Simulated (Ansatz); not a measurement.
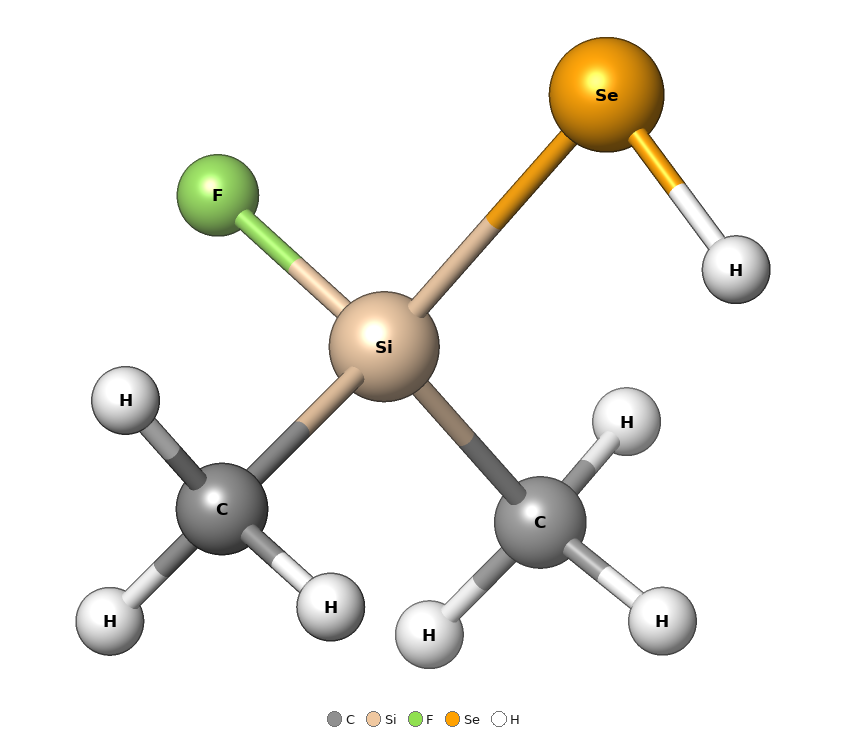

A ball-and-stick model of a molecule.

The geometry was computed by an optimisation with PBE0-D4/def2-TZVP.

Description:

It has 12 atoms: 2 carbon, 7 hydrogen, 1 fluorine, 1 selenium and 1 silicon (C2H7FSeSi). Its SMILES string is `C[Si](C)(F)[SeH]`. It has no ring. Coordination: 2 C tetrahedral; 1 Si tetrahedral; 1 Se bent.

More results for the same structure follow; atom numbers are the same in all pictures, views and colours differ.

### Charges

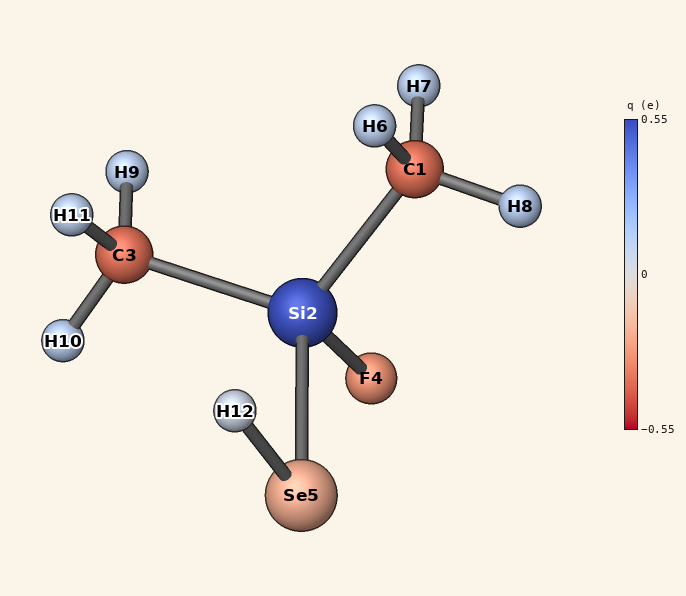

Atoms are coloured by their Mulliken charges. Properties computed with RKS PBE-D4/def2-TZVPP (Ansatz 0.2.0).

List the Mulliken charges.

```json
{"atom": "C1", "value (e)": "−0.37"}
{"atom": "Si2", "value (e)": "0.53"}
{"atom": "C3", "value (e)": "−0.37"}
{"atom": "F4", "value (e)": "−0.28"}
{"atom": "Se5", "value (e)": "−0.20"}
{"atom": "H6", "value (e)": "0.10"}
{"atom": "H7", "value (e)": "0.11"}
{"atom": "H8", "value (e)": "0.12"}
{"atom": "H9", "value (e)": "0.11"}
{"atom": "H10", "value (e)": "0.12"}
{"atom": "H11", "value (e)": "0.10"}
{"atom": "H12", "value (e)": "0.05"}
```

### Levels of theory compared

Program: Ansatz 0.2.0.

Tabulate HOMO energy (eV) at these levels: B3LYP-D4/def2-TZVPP; B97M-V/def2-TZVPP; BHLYP-D4/def2-TZVPP; BLYP-D4/def2-TZVPP; HSE06 (plane-wave form)-D4/def2-TZVPP; PBE-D4/def2-TZVPP; PBE0-D4/def2-QZVPP; PBE0-D4/def2-SVP; PBE0-D4/def2-TZVPP; SPW92 (LDA)/def2-TZVPP; revPBE-D4/def2-TZVPP; ωB97X-V/def2-TZVPP.

```
                                level  HOMO energy (eV)
                  B3LYP-D4/def2-TZVPP             −6.72
                    B97M-V/def2-TZVPP             −6.15
                  BHLYP-D4/def2-TZVPP             −7.97
                   BLYP-D4/def2-TZVPP             −5.63
HSE06 (plane-wave form)-D4/def2-TZVPP             −6.56
                    PBE-D4/def2-TZVPP             −5.79
                   PBE0-D4/def2-QZVPP             −6.98
                     PBE0-D4/def2-SVP             −6.83
                   PBE0-D4/def2-TZVPP             −6.96
               SPW92 (LDA)/def2-TZVPP             −5.93
                 revPBE-D4/def2-TZVPP             −5.74
                   ωB97X-V/def2-TZVPP             −9.27
```

### Vibrations

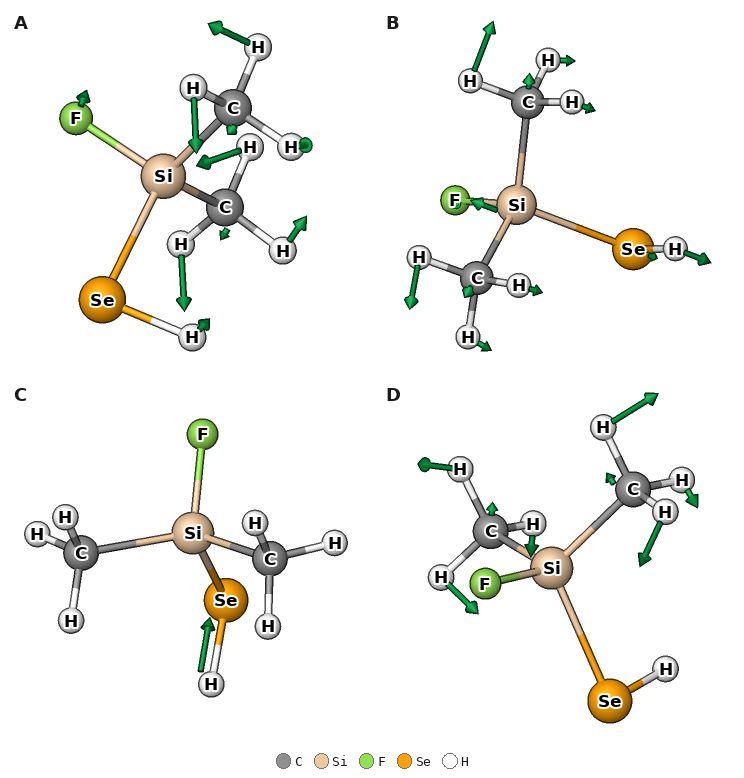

4 normal modes of one molecule or complex, as arrows. Harmonic vibrations computed with RKS PBE0-D4/def2-TZVP (Ansatz 0.2.0) at a stationary point of the same level.

**Match the panels to the wavenumbers 173 cm⁻¹, 397 cm⁻¹, 849 cm⁻¹, 2441 cm⁻¹.**

A: 173 cm⁻¹
B: 397 cm⁻¹
C: 2441 cm⁻¹, Se–H stretching
D: 849 cm⁻¹, H–C–Si bending

Mulliken values depend strongly on the basis set and can even reverse the polarity of a bond.
